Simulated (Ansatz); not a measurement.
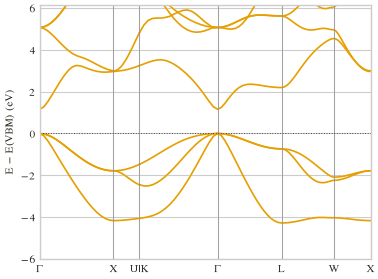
*Band structure from plane-wave PAW r²SCAN (Ansatz code)*

Question: Read off the gap and where the band edges lie.

Answer: About 1.2 eV (1.16 eV by a search for the band edges); maximum at Γ, minimum at Γ.

The material is CdTe (zinc blende, space group No. 216).

Space group F-43m (zinc blende). The cell was relaxed with r²SCAN under the symmetry of its start; of distortions, only those at the zone centre were tested. Scalar-relativistic: spin–orbit coupling is off unless named, which matters more the heavier the elements.

Potentials: the earlier of the program's two PAW sets.
